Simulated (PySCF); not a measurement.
## Electronic structure of CaCl2H2 (charge +2) in real space

The calculation's input:

```
{"job": {"kind": "inter", "xc": "wB97M-D3(BJ)", "basis": "def2-TZVPD", "pairs": true}, "charge": 2, "multiplicity": 1, "parts": [{"atoms": "0-0", "charge": 2, "multiplicity": 1}, {"atoms": "1-2", "charge": 0, "multiplicity": 1}, {"atoms": "3-4", "charge": 0, "multiplicity": 1}]}
Ca    -1.240581    -0.829713    -1.191504
Cl    -1.797104     1.425044     0.247234
H     -3.058848     1.427798     0.593452
Cl     1.488048    -0.986262    -1.204764
H      1.870769    -1.794218    -2.160095
```

Launched as:

```sh
OMP_NUM_THREADS=1 python cluster_run.py task.json out
```

Geometry: PBE0-D3(BJ)/def2-SVPD.

The calculation used PySCF, wB97M-D3(BJ)/def2-TZVPD, SCF density, gas phase.

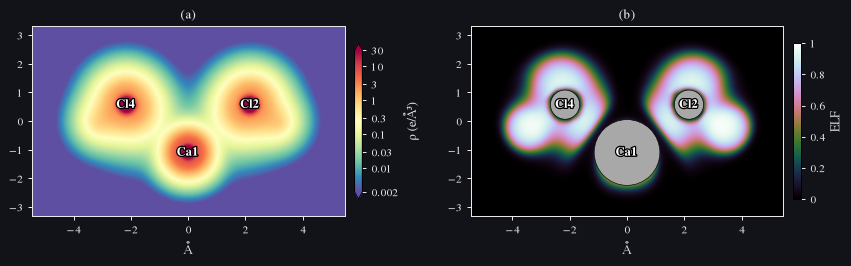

Figure 1. (a) electron density; (b) electron localisation function on the plane of atoms Cl2, Ca1 and Cl4. Grey discs cover the atomic cores in the ELF map.

Question: Interpret the plot.

Answer: The plane passes through Ca and Cl nuclei. Ca–Cl (2.73 Å): ρ is about 0.23 e/Å³ halfway; the ELF peaks at about 0.90 in the valence shell of Cl, 0.9 Å from its nucleus, and is about 0.30 at the midpoint (an ionic contact with no shared pair).

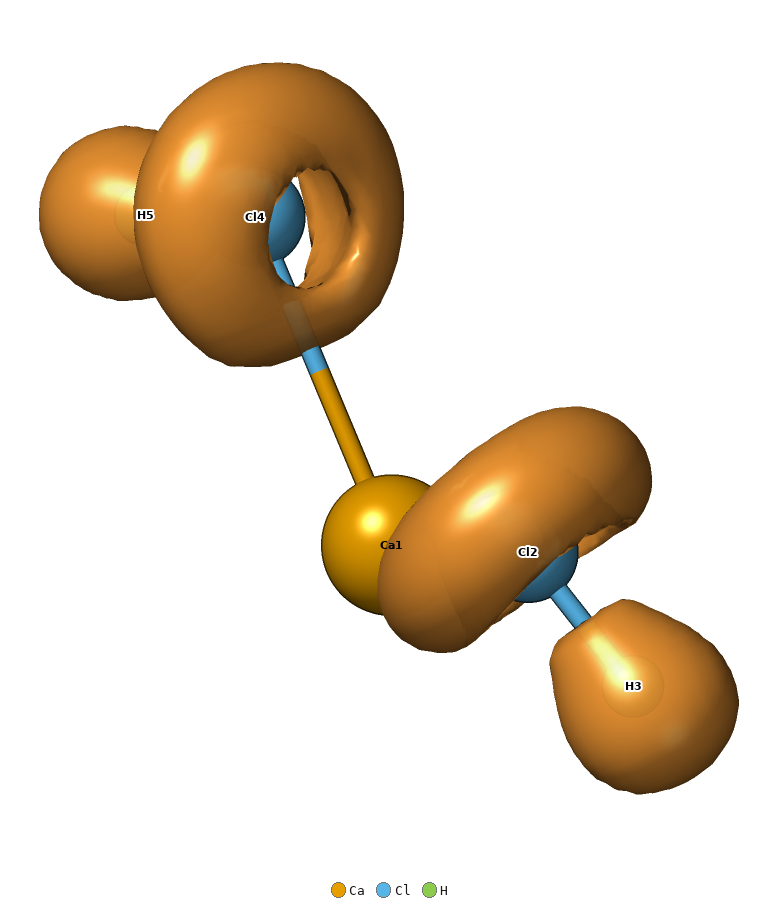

Figure 2. Isosurface of the electron localisation function at 0.85 (orange), seen at an oblique angle. Only the valence region is drawn (cores and ρ < 0.01 e/Å³ removed).

Question: What do the ELF domains correspond to?

Answer: The surface consists of two regions around hydrogen nuclei and two regions wrapped around Cl (the valence shell of each).


 Cl–H (1.31 Å): the ELF climbs to about 1 towards the hydrogen, as it does in any bond to H: an ordinary covalent bond to hydrogen.
